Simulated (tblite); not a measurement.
Run report: Si₂H₂O₃ (charge +1), geometry relaxation (part 2 of 2)

Continued. System: Si₂H₂O₃ (hydroxylated disilicon oxide cation), charge +1, multiplicity 2, SMILES O[Si+](O)O[Si]. Method: GFN2-xTB geometry optimisation, gas phase (tblite 0.8.0). 

### Trajectory as extended XYZ, continued
```
7
Properties=species:S:1:pos:R:3:forces:R:3 step=25 energy=-445.35474
O    -0.3779    1.3616    0.8762   -0.0190   0.1750  -0.0520
Si   -0.1545    0.0625    0.0322    0.0820  -0.0360   0.0420
O    -1.3641   -0.8031   -0.4779   -0.0160   0.0060   0.0370
O     1.3358   -0.3230   -0.2020    0.1070  -0.0980  -0.0120
Si    3.0366   -0.5943   -0.3220   -0.0390   0.0200  -0.0020
H    -1.1095    1.9795    0.9380   -0.0670  -0.1010   0.0300
H    -1.3629   -1.6783   -0.8716   -0.0480   0.0330  -0.0430
7
Properties=species:S:1:pos:R:3:forces:R:3 step=26 energy=-445.36397
O    -0.3666    1.3845    0.8486   -0.0960   0.0780  -0.0690
Si   -0.1470    0.0386    0.0739    0.1030   0.1130  -0.0190
O    -1.3763   -0.7921   -0.4511    0.0570  -0.0050   0.0440
O     1.3350   -0.3562   -0.1885    0.2220  -0.0800   0.0010
Si    3.0679   -0.5804   -0.3385   -0.2450   0.0300   0.0300
H    -1.1395    1.9532    0.9241    0.0400  -0.1430   0.0320
H    -1.3702   -1.6427   -0.8955   -0.0810   0.0070  -0.0190
7
Properties=species:S:1:pos:R:3:forces:R:3 step=27 energy=-445.36699
O    -0.3671    1.3870    0.8377   -0.1200   0.1970  -0.0040
Si   -0.1447    0.0459    0.0612    0.1720  -0.0320  -0.0460
O    -1.3771   -0.7892   -0.4508    0.0850   0.0810   0.0780
O     1.3400   -0.3587   -0.1775    0.1200  -0.0490  -0.0220
Si    3.0709   -0.5842   -0.3413   -0.2280   0.0260   0.0390
H    -1.1465    1.9438    0.9342    0.0550  -0.1440   0.0200
H    -1.3723   -1.6398   -0.8905   -0.0850  -0.0790  -0.0650
7
Properties=species:S:1:pos:R:3:forces:R:3 step=28 energy=-445.37211
O    -0.3676    1.3932    0.8191    0.0330   0.1820   0.0390
Si   -0.1355    0.0491    0.0546    0.1050  -0.0810  -0.0320
O    -1.3768   -0.7814   -0.4421    0.0920   0.0050   0.0230
O     1.3481   -0.3694   -0.1596    0.0760  -0.0230  -0.0610
Si    3.0700   -0.5822   -0.3478   -0.1350   0.0050   0.0450
H    -1.1571    1.9237    0.9398   -0.0770  -0.0360   0.0300
H    -1.3777   -1.6281   -0.8910   -0.0940  -0.0530  -0.0430
7
Properties=species:S:1:pos:R:3:forces:R:3 step=29 energy=-445.37477
O    -0.3634    1.4047    0.8024   -0.0450   0.1440   0.0190
Si   -0.1267    0.0504    0.0519    0.0570  -0.0220   0.0220
O    -1.3769   -0.7753   -0.4333    0.1310  -0.0560  -0.0210
O     1.3563   -0.3821   -0.1437   -0.0060   0.0190  -0.0830
Si    3.0723   -0.5798   -0.3546   -0.0790  -0.0110   0.0520
H    -1.1728    1.9042    0.9447    0.0350  -0.0820   0.0070
H    -1.3855   -1.6171   -0.8946   -0.0920   0.0090   0.0030
7
Properties=species:S:1:pos:R:3:forces:R:3 step=30 energy=-445.37623
O    -0.3629    1.4074    0.8016    0.0840   0.0140  -0.0320
Si   -0.1220    0.0511    0.0524   -0.0640   0.0490   0.0570
O    -1.3726   -0.7746   -0.4310    0.1090  -0.0990  -0.0470
O     1.3586   -0.3842   -0.1452   -0.0090   0.0240  -0.0740
Si    3.0646   -0.5778   -0.3528    0.0270  -0.0270   0.0390
H    -1.1738    1.8989    0.9434   -0.0690  -0.0130   0.0260
H    -1.3886   -1.6159   -0.8956   -0.0780   0.0540   0.0300
7
Properties=species:S:1:pos:R:3:forces:R:3 step=31 energy=-445.37780
O    -0.3606    1.4131    0.7973    0.0050   0.0210  -0.0360
Si   -0.1185    0.0558    0.0483   -0.1080   0.0700   0.0740
O    -1.3695   -0.7721   -0.4297    0.0860  -0.0980  -0.0480
O     1.3590   -0.3862   -0.1517    0.0180   0.0310  -0.0640
Si    3.0644   -0.5810   -0.3480    0.0500  -0.0310   0.0310
H    -1.1812    1.8900    0.9483    0.0180  -0.0500   0.0120
H    -1.3902   -1.6147   -0.8915   -0.0700   0.0570   0.0310
7
Properties=species:S:1:pos:R:3:forces:R:3 step=32 energy=-445.38018
O    -0.3589    1.4228    0.7944   -0.0650   0.0050  -0.0500
Si   -0.1159    0.0666    0.0419   -0.0260   0.0290   0.0530
O    -1.3605   -0.7713   -0.4317    0.0010  -0.0530  -0.0230
O     1.3581   -0.3847   -0.1733   -0.0180   0.0750  -0.0090
Si    3.0649   -0.5901   -0.3347    0.0530  -0.0280   0.0140
H    -1.1905    1.8800    0.9586    0.0920  -0.0680   0.0010
H    -1.3939   -1.6186   -0.8823   -0.0360   0.0390   0.0140
7
Properties=species:S:1:pos:R:3:forces:R:3 step=33 energy=-445.38080
O    -0.3609    1.4246    0.7922   -0.0390   0.0160  -0.0380
Si   -0.1155    0.0691    0.0409   -0.0250  -0.0110   0.0240
O    -1.3579   -0.7716   -0.4329   -0.0170  -0.0060   0.0050
O     1.3570   -0.3824   -0.1809    0.0190   0.0750   0.0050
Si    3.0678   -0.5941   -0.3303    0.0220  -0.0210   0.0110
H    -1.1919    1.8791    0.9629    0.0670  -0.0560   0.0020
H    -1.3952   -1.6199   -0.8790   -0.0270   0.0030  -0.0080
7
Properties=species:S:1:pos:R:3:forces:R:3 step=34 energy=-445.38130
O    -0.3629    1.4276    0.7866   -0.0060   0.0190  -0.0240
Si   -0.1147    0.0706    0.0406    0.0130  -0.0470  -0.0010
O    -1.3559   -0.7716   -0.4327   -0.0360   0.0180   0.0180
O     1.3579   -0.3809   -0.1824    0.0210   0.0800   0.0110
Si    3.0718   -0.5974   -0.3288   -0.0090  -0.0150   0.0120
H    -1.1940    1.8759    0.9675    0.0350  -0.0370   0.0030
H    -1.3989   -1.6193   -0.8779   -0.0170  -0.0190  -0.0180
7
Properties=species:S:1:pos:R:3:forces:R:3 step=35 energy=-445.38180
O    -0.3645    1.4310    0.7789    0.0260   0.0170  -0.0120
Si   -0.1132    0.0718    0.0390    0.0170  -0.0650  -0.0140
O    -1.3544   -0.7713   -0.4319   -0.0440   0.0320   0.0240
O     1.3600   -0.3782   -0.1805    0.0400   0.0720   0.0050
Si    3.0757   -0.6007   -0.3283   -0.0310  -0.0090   0.0140
H    -1.1964    1.8703    0.9729    0.0000  -0.0160   0.0050
H    -1.4039   -1.6181   -0.8772   -0.0080  -0.0310  -0.0230
7
Properties=species:S:1:pos:R:3:forces:R:3 step=36 energy=-445.38237
O    -0.3651    1.4351    0.7698    0.0480   0.0080  -0.0040
Si   -0.1114    0.0729    0.0366    0.0190  -0.0660  -0.0170
O    -1.3534   -0.7707   -0.4307   -0.0490   0.0220   0.0180
O     1.3635   -0.3734   -0.1772    0.0470   0.0560  -0.0060
Si    3.0787   -0.6045   -0.3276   -0.0390  -0.0040   0.0170
H    -1.1988    1.8624    0.9787   -0.0270   0.0060   0.0070
H    -1.4102   -1.6169   -0.8766    0.0010  -0.0220  -0.0160
7
Properties=species:S:1:pos:R:3:forces:R:3 step=37 energy=-445.38290
O    -0.3647    1.4381    0.7620    0.0530  -0.0020   0.0010
Si   -0.1100    0.0732    0.0340    0.0040  -0.0480  -0.0120
O    -1.3535   -0.7701   -0.4297   -0.0410   0.0070   0.0100
O     1.3673   -0.3661   -0.1759    0.0480   0.0310  -0.0150
Si    3.0798   -0.6083   -0.3255   -0.0310   0.0000   0.0160
H    -1.2001    1.8546    0.9837   -0.0400   0.0210   0.0090
H    -1.4155   -1.6164   -0.8756    0.0070  -0.0090  -0.0070
7
Properties=species:S:1:pos:R:3:forces:R:3 step=38 energy=-445.38328
O    -0.3634    1.4389    0.7585    0.0450  -0.0130   0.0000
Si   -0.1097    0.0723    0.0324   -0.0040  -0.0220  -0.0060
O    -1.3548   -0.7700   -0.4295   -0.0240  -0.0060   0.0040
O     1.3700   -0.3586   -0.1782    0.0290   0.0090  -0.0160
Si    3.0788   -0.6110   -0.3221   -0.0120   0.0020   0.0110
H    -1.1998    1.8502    0.9862   -0.0400   0.0270   0.0090
H    -1.4178   -1.6170   -0.8744    0.0060   0.0030  -0.0020
7
Properties=species:S:1:pos:R:3:forces:R:3 step=39 energy=-445.38346
O    -0.3622    1.4380    0.7592    0.0190  -0.0100   0.0010
Si   -0.1103    0.0711    0.0323   -0.0070  -0.0030  -0.0030
O    -1.3565   -0.7700   -0.4298   -0.0060  -0.0090   0.0040
O     1.3706   -0.3543   -0.1826    0.0100  -0.0020  -0.0100
Si    3.0774   -0.6121   -0.3191    0.0010   0.0030   0.0060
H    -1.1989    1.8503    0.9862   -0.0170   0.0160   0.0030
H    -1.4168   -1.6181   -0.8733    0.0000   0.0050  -0.0020
7
Properties=species:S:1:pos:R:3:forces:R:3 step=40 energy=-445.38351
O    -0.3617    1.4362    0.7623    0.0150  -0.0120  -0.0040
Si   -0.1113    0.0699    0.0335   -0.0010   0.0040  -0.0040
O    -1.3575   -0.7706   -0.4303    0.0010  -0.0070   0.0060
O     1.3699   -0.3535   -0.1855   -0.0040  -0.0020  -0.0030
Si    3.0763   -0.6114   -0.3181    0.0050   0.0030   0.0040
H    -1.1974    1.8534    0.9844   -0.0130   0.0100   0.0040
H    -1.4150   -1.6191   -0.8734   -0.0040   0.0040  -0.0030
7
Properties=species:S:1:pos:R:3:forces:R:3 step=41 energy=-445.38352
O    -0.3615    1.4361    0.7626   -0.0080   0.0000   0.0020
Si   -0.1113    0.0698    0.0337   -0.0020   0.0030  -0.0050
O    -1.3576   -0.7706   -0.4301    0.0030  -0.0040   0.0080
O     1.3696   -0.3541   -0.1862   -0.0020   0.0000  -0.0010
Si    3.0765   -0.6112   -0.3178    0.0030   0.0030   0.0030
H    -1.1978    1.8539    0.9842    0.0110  -0.0020  -0.0030
H    -1.4146   -1.6190   -0.8734   -0.0050   0.0020  -0.0040
7
Properties=species:S:1:pos:R:3:forces:R:3 step=42 energy=-445.38352
O    -0.3615    1.4357    0.7632   -0.0010  -0.0030   0.0000
Si   -0.1115    0.0696    0.0340    0.0000   0.0020  -0.0060
O    -1.3575   -0.7710   -0.4301    0.0010  -0.0030   0.0080
O     1.3694   -0.3542   -0.1861   -0.0030   0.0000   0.0000
Si    3.0764   -0.6109   -0.3180    0.0030   0.0030   0.0030
H    -1.1973    1.8547    0.9838    0.0040   0.0000  -0.0010
H    -1.4146   -1.6191   -0.8738   -0.0040   0.0010  -0.0050
```

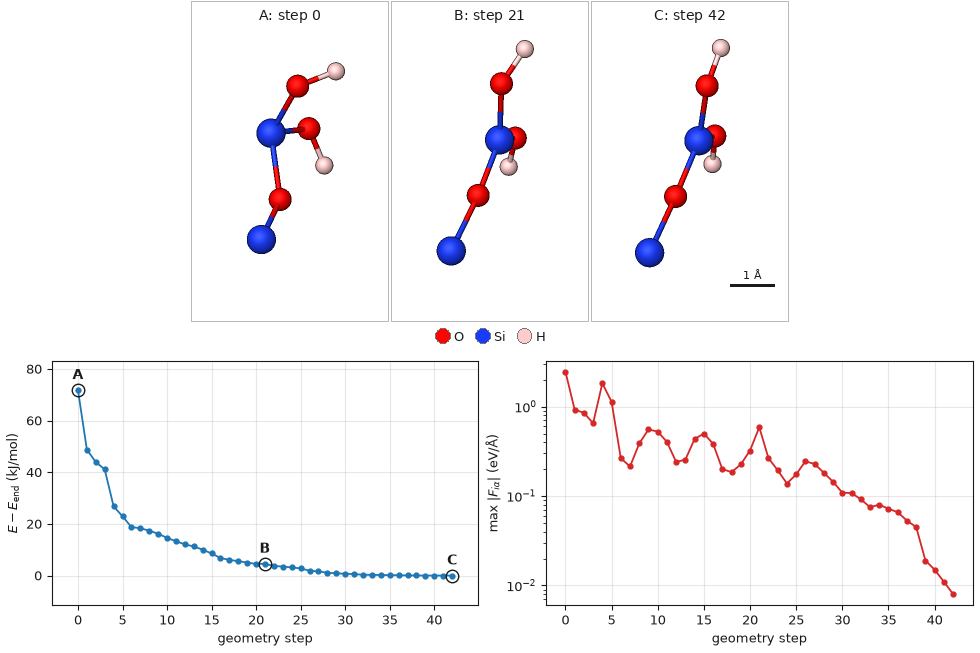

*Frames of the relaxation (ball-and-stick view, seen at an oblique angle) above the curves, on which the letters mark them (steps are counted from 0).*

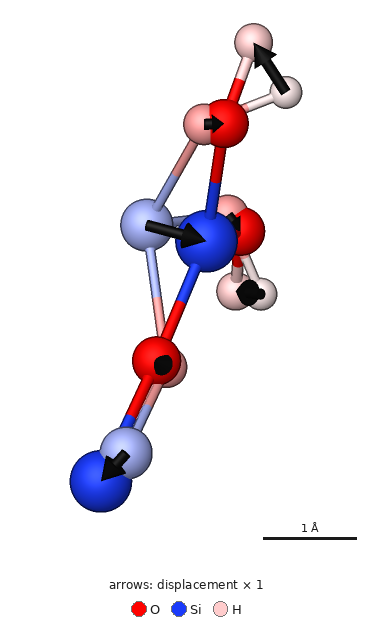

*Start (faint) and end (solid) with the displacements as black arrows, at true length (ball-and-stick view, seen at an oblique angle). The two geometries are laid on each other by the best rigid fit.*

Si2 moves most after the best rigid fit: 0.69 Å. Largest moves by element: Si 0.69 Å, H 0.64 Å, O 0.28 Å. Among the contacts that change: Si2–O4 1.656 → 1.556 Å, O1–Si2 1.644 → 1.569 Å, O4–Si5 1.658 → 1.731 Å, O1–H6 0.981 → 0.961 Å. Among the angles that change: Si2–O4–Si5 140.1° → 171.7°, O3–Si2–O4 107.2° → 124.5°, Si2–O3–H7 114.3° → 131.0°. The energy falls by 71.8 kJ/mol in 42 geometry steps. The largest force component goes from 2.5 to 0.008 eV/Å. (Atoms are counted from 1 in the order of the input.)

The run was set up as follows.

### The input
```
{"job": {"kind": "relax", "xc": "GFN2-xTB", "basis": "xTB"}, "charge": 1, "multiplicity": 2}
O     -0.290000     1.319000     0.934800
Si    -0.121300    -0.286200     0.619900
O     -1.430400    -0.772100    -0.234600
O      1.205200    -0.509900    -0.345300
Si     2.844800    -0.261400    -0.331900
H     -0.985700     1.749100     0.392900
H     -1.219300    -1.233500    -1.062900
```

The first line tells a small driver script what to run in tblite; the rest is the geometry in Å.

Launch command:
```bash
OMP_NUM_THREADS=1 python <driver script> task.json out
```

### Summary

- outcome: converged
- total energy: −445.3835 eV
- hardware: 1 CPU thread, shared host
- peak memory: 0.18 GiB
